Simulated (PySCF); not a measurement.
**SiH3O (SMILES [O][SiH3]) at UPBE0/STO-3G**

What is the vertical ionisation energy of SiH3O at UPBE0/STO-3G? 

Program for the calculation: PySCF 2.14.0.

15 further runs of the same task are left out: 6 that didn't finish, 9 set aside as unsound or not needed.

## Step 1: The structure to begin with

SiH3O: 5 atoms, total charge 0, spin state doublet. As SMILES, `[O][SiH3]`. Geometry: relaxed at GFN2-xTB.

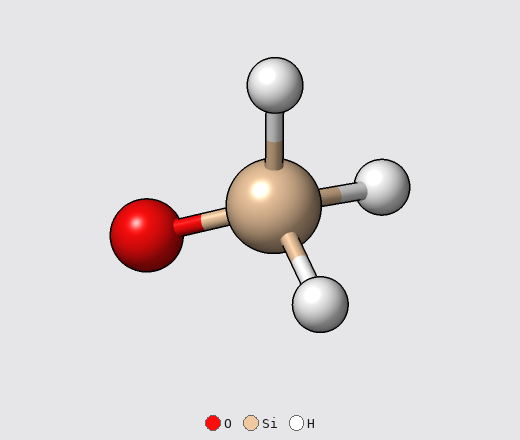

Viewed from a chosen angle; oxygen red, silicon light orange, hydrogen white.

## Step 2: The energy at UPBE0/STO-3G

The input, input.xyz:

```xyz
5

O     -1.416610     0.267850     0.690210
Si    -0.065850     0.007840     0.019870
H     -0.120650    -0.242400    -1.447490
H      0.685890    -1.159260     0.572930
H      0.917210     1.125960     0.164480
```

The input, job.py:

```python
# [O][SiH3]
from pyscf import gto, dft

mol = gto.Mole()
mol.atom = 'input.xyz'
mol.spin = 1
mol.max_memory = 1860
mol.verbose = 3
mol.basis = 'sto-3g'
mol.build()

ks = dft.UKS(mol, xc='pbe0')
ks.grids.level = 5
ks.conv_tol = 1e-10
ks.kernel()
if not ks.converged:
    ks = ks.newton().run(ks.mo_coeff, ks.mo_occ)

etot = ks.e_tot
print('E(%s) = %.9f' % ('PBE0', etot))
```

Launch:

```console
$ OMP_NUM_THREADS=1 python job.py
```

The program printed:

```text
converged SCF energy = -361.819878548885  <S^2> = 0.75308213  2S+1 = 2.0030798
E(PBE0) = -361.819878549
```

It took 6.6 s on 1 thread of Arm Neoverse V1, shared host; peak memory 0.19 GiB.

## Step 3: The singlet cation

The input, job.py:

```python
from pyscf import gto, dft

mol = gto.M(
    atom=[
    ('O', (-1.416610, 0.267850, 0.690210)),
    ('Si', (-0.065850, 0.007840, 0.019870)),
    ('H', (-0.120650, -0.242400, -1.447490)),
    ('H', (0.685890, -1.159260, 0.572930)),
    ('H', (0.917210, 1.125960, 0.164480)),
],
    basis='sto-3g',
    max_memory=1860,
    spin=0,
    charge=1,
    verbose=4,
)

myscf = dft.RKS(mol, xc='pbe0')
myscf.conv_tol = 1e-10
myscf.grids.level = 5
myscf.kernel()
if not myscf.converged:
    myscf = myscf.newton().run(myscf.mo_coeff, myscf.mo_occ)

e_tot = myscf.e_tot
print('E(%s) = %.9f' % ('PBE0', e_tot))
```

Launch:

```console
$ OMP_NUM_THREADS=1 python job.py
```

The program printed:

```text
PySCF version 2.14.0

[INPUT] num. atoms = 5
[INPUT] num. electrons = 24
[INPUT] charge = 1
[INPUT] spin (= nelec alpha-beta = 2S) = 0
[INPUT] symmetry False subgroup None
[INPUT] Mole.unit = angstrom
[INPUT] Symbol           X                Y                Z      unit          X                Y                Z       unit  Magmom
[INPUT]  1 O     -1.416610000000   0.267850000000   0.690210000000 AA   -2.677004925320   0.506163142465   1.304307868436 Bohr   0.0
[INPUT]  2 Si    -0.065850000000   0.007840000000   0.019870000000 AA   -0.124438465303   0.014815452817   0.037548858095 Bohr   0.0
[INPUT]  3 H     -0.120650000000  -0.242400000000  -1.447490000000 AA   -0.227995456929  -0.458069612595  -2.735359668047 Bohr   0.0
[INPUT]  4 H      0.685890000000  -1.159260000000   0.572930000000 AA    1.296144251578  -2.190683907163   1.082680788547 Bohr   0.0
[INPUT]  5 H      0.917210000000   1.125960000000   0.164480000000 AA    1.733275698712   2.127756027215   0.310822152968 Bohr   0.0

nuclear repulsion = 59.280886767724
number of shells = 11
number of NR pGTOs = 51
number of NR cGTOs = 17
basis = sto-3g
ecp = {}

******** <class 'pyscf.dft.rks.RKS'> ********
method = RKS
initial guess = minao
damping factor = 0
level_shift factor = 0
DIIS = <class 'pyscf.scf.diis.CDIIS'>
diis_start_cycle = 1
diis_space = 8
diis_damp = 0
SCF conv_tol = 1e-10
SCF conv_tol_grad = None
SCF max_cycles = 50
direct_scf = True
direct_scf_tol = 1e-13
XC library pyscf.dft.libxc version 7.0.0
    S. Lehtola, C. Steigemann, M. J.T. Oliveira, and M. A.L. Marques.,  SoftwareX 7, 1–5 (2018)
XC functionals = pbe0
radial grids:
    Treutler-Ahlrichs [JCP 102, 346 (1995); DOI:10.1063/1.469408] (M4) radial grids

becke partition: Becke, JCP 88, 2547 (1988); DOI:10.1063/1.454033
pruning grids: <function nwchem_prune>
grids dens level: 5
symmetrized grids: False
atomic radii adjust function: <function treutler_atomic_radii_adjust>
small_rho_cutoff = 0
Set gradient conv threshold to 1e-05
Initial guess from minao.
tot grids = 157152
init E= -361.687775456962
  HOMO = -0.310802713879811  LUMO = -0.307649476679208  gap/eV = 0.08580
cycle= 1 E= -361.128692194047  delta_E= 0.559  |g|= 0.803  |ddm|= 2.56
  HOMO = -0.240651679916788  LUMO = -0.22270598044605  gap/eV = 0.48833
cycle= 2 E= -359.406198476109  delta_E= 1.72  |g|=  2.4  |ddm|= 4.48
  HOMO = -0.419616324601965  LUMO = -0.417168679880336  gap/eV = 0.06660
cycle= 3 E= -361.24856159945  delta_E= -1.84  |g|= 0.659  |ddm|= 3.58
  HOMO = -0.528683350965936  LUMO = -0.488695189693485  gap/eV = 1.08813
cycle= 4 E= -361.431187444714  delta_E= -0.183  |g|= 0.137  |ddm|= 0.865
  HOMO = -0.531637461839193  LUMO = -0.481381686547957  gap/eV = 1.36753
cycle= 5 E= -361.437617618021  delta_E= -0.00643  |g|= 0.0553  |ddm|= 0.218
  HOMO = -0.536613565845242  LUMO = -0.486059189272997  gap/eV = 1.37565
cycle= 6 E= -361.439101139078  delta_E= -0.00148  |g|= 0.00755  |ddm|= 0.0995
  HOMO = -0.537634427854673  LUMO = -0.485878830283708  gap/eV = 1.40834
cycle= 7 E= -361.439137856969  delta_E= -3.67e-05  |g|= 0.00514  |ddm|= 0.0247
  HOMO = -0.537362812024436  LUMO = -0.485328805274364  gap/eV = 1.41592
cycle= 8 E= -361.439161183565  delta_E= -2.33e-05  |g|= 0.00223  |ddm|= 0.0228
  HOMO = -0.537384789729421  LUMO = -0.4850778450303  gap/eV = 1.42334
cycle= 9 E= -361.439182261791  delta_E= -2.11e-05  |g|= 0.00183  |ddm|= 0.0324
  HOMO = -0.537580746082377  LUMO = -0.484956052640083  gap/eV = 1.43199
cycle= 10 E= -361.439210481832  delta_E= -2.82e-05  |g|= 0.00118  |ddm|= 0.0525
  HOMO = -0.537859963933767  LUMO = -0.484471234182705  gap/eV = 1.45278
cycle= 11 E= -361.439243458744  delta_E= -3.3e-05  |g|= 0.000799  |ddm|= 0.13
  HOMO = -0.537851566510217  LUMO = -0.48446412588593  gap/eV = 1.45275
cycle= 12 E= -361.43924392603  delta_E= -4.67e-07  |g|= 0.000589  |ddm|= 0.0138
  HOMO = -0.537732977553304  LUMO = -0.484669915112572  gap/eV = 1.44392
cycle= 13 E= -361.439244048145  delta_E= -1.22e-07  |g|= 0.000234  |ddm|= 0.00748
  HOMO = -0.537742615972833  LUMO = -0.484632472641115  gap/eV = 1.44520
cycle= 14 E= -361.439244137599  delta_E= -8.95e-08  |g|= 5.75e-05  |ddm|= 0.00553
  HOMO = -0.537750497093467  LUMO = -0.484615815382376  gap/eV = 1.44587
cycle= 15 E= -361.439244139878  delta_E= -2.28e-09  |g|= 1.07e-05  |ddm|= 0.00123
  HOMO = -0.537748881683514  LUMO = -0.484619247343729  gap/eV = 1.44573
cycle= 16 E= -361.439244140312  delta_E= -4.34e-10  |g|= 1.17e-06  |ddm|= 0.000468
  HOMO = -0.537748979202853  LUMO = -0.484618981658087  gap/eV = 1.44574
cycle= 17 E= -361.439244140313  delta_E= -9.66e-13  |g|= 3.76e-07  |ddm|= 4.56e-06
  HOMO = -0.537749096338504  LUMO = -0.484619082311783  gap/eV = 1.44574
Extra cycle  E= -361.439244140312  delta_E= 3.98e-13  |g|= 8.7e-07  |ddm|= 1.75e-06
converged SCF energy = -361.439244140312
E(PBE0) = -361.439244140
```

Wall time 3.6 s (1 thread of Arm Neoverse V1, shared host); peak memory 0.19 GiB.

## Step 4: Results

Level: UPBE0/STO-3G.

| quantity | value |
| --- | --- |
| doublet SiH3O: total energy | -361.81988 Eh |
| doublet SiH3O: dipole moment | 0.56 D |
| doublet SiH3O: HOMO energy (highest over α and β) | -4.56 eV |
| doublet SiH3O: LUMO energy (lowest over α and β) | -0.18 eV |
| doublet SiH3O: ⟨S²⟩ | 0.753 |
| singlet cation: total energy | -361.43924 Eh |
| singlet cation: HOMO energy | -14.63 eV |
| singlet cation: LUMO energy | -13.19 eV |
| singlet cation: HOMO–LUMO gap | 1.45 eV |
| vertical ionisation energy (to the singlet cation) | 10.358 eV |

What this shows: Removing an electron at fixed nuclei costs 10.36 eV (999 kJ/mol). Only the singlet of the ionised species was computed; a triplet could lie lower. In a minimal basis such a difference can be off by several eV, whatever the method. Mulliken charges (doublet SiH3O) run from -0.29 on O1 to +0.65 on Si2; they depend strongly on the basis. Mulliken charges (singlet cation) run from +0.00 on O1 to +0.74 on Si2; they depend strongly on the basis.
